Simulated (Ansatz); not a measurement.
# F2HSSn: the cost of one run

All numbers are computed with Ansatz 0.2.0, driven from Python. Level of theory: PBE/def2-SVP.

### Step 1. The system

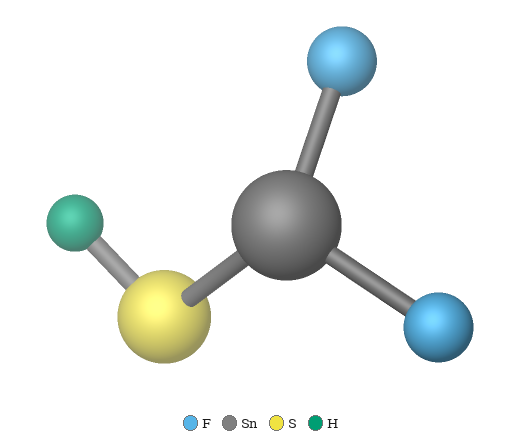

The structure that the script starts from, seen from a chosen angle (fluorine blue, tin grey, sulfur yellow, hydrogen teal).

No structure file is read: the coordinates are typed or built in the script.

### Step 2. The script

Contents of f2hssn.py:

```python
import ansatz as az
import matplotlib.pyplot as plt
import numpy as np

molecule = (
    az.Crystal.molecule()
    .atom("F", (-0.1836, -1.7647, 1.653))
    .atom("Sn", (0.2466, -0.0683, 0.7429))
    .atom("F", (1.9753, -0.2526, -0.076))
    .atom("S", (-1.3005, 0.4315, -0.9797))
    .atom("H", (-0.688, 1.5804, -1.3816))
)

symbols = [site.symbol for site in molecule.cartesian_sites]
start = np.array([site.position_ang for site in molecule.cartesian_sites])
axis = (start[3] - start[1]) / np.linalg.norm(start[3] - start[1])
moving = [3, 4]
lengths, energies = [2.084, 2.179, 2.274, 2.369, 2.463, 2.558, 2.653, 2.795], []
for length in lengths:
    xyz = start.copy()
    xyz[moving] += (length - np.linalg.norm(start[3] - start[1])) * axis
    point = az.Crystal.molecule()
    for symbol, place in zip(symbols, xyz):
        point = point.atom(symbol, place.tolist())
    calc = (
        point.calculation()
        .basis(gaussian="def2-SVP")
        .functional("pbe")
        .spin("collinear", total=1)
    )
    data = calc.run().report
    energies.append(data["free_energy_ev"])
    print(f"r = {length:6.3f} A  E = {energies[-1]:.5f} eV  <S^2> = {abs(data['mean_field']['state']['spin_squared']):.3f}")

fit = np.polynomial.Polynomial.fit(lengths, np.array(energies) - min(energies), 4).convert()
roots = [r.real for r in fit.deriv().roots() if abs(r.imag) < 1e-9 and fit.deriv(2)(r.real) > 0]
r_e = min(roots, key=lambda r: abs(r - lengths[int(np.argmin(energies))]))
print(f"minimum of the fit at {r_e:.4f} A, force constant {fit.deriv(2)(r_e):.2f} eV/A^2")
plt.figure(figsize=(4.5, 3))
plt.plot(lengths, np.array(energies) - min(energies), "o-")
plt.xlabel("bond length (A)")
plt.ylabel("E - E(min) (eV)")
plt.tight_layout()
plt.savefig("scan.png", dpi=100)
```

### Step 3. What the engine is handed

The package turns the script's settings into the engine's input (first run):

```yaml
crystal:
  periodic: [false, false, false]
  atoms:
    - { symbol: F, position_ang: [-0.1836, -1.7647, 1.653] }
    - { symbol: Sn, position_ang: [0.2466, -0.0683, 0.7429] }
    - { symbol: F, position_ang: [1.9753, -0.2526, -0.076] }
    - { symbol: S, position_ang: [-1.1145587159666979, 0.3714305450456697, -0.7726659001514019] }
    - { symbol: H, position_ang: [-0.5020587159666978, 1.5203305450456697, -1.1745659001514017] }
basis:
  gaussian:
    orbitals: def2-SVP
hamiltonian:
  xc: pbe
magnetization:
  spin_polarized: true
  initial_magnetization: 1.0
```

### Step 4. Launch

Run with:

```console
python f2hssn.py
```

What time and memory should one allow on 1 thread of Arm Neoverse V1, shared host?

About 26 s, with a peak of 0.24 GiB.
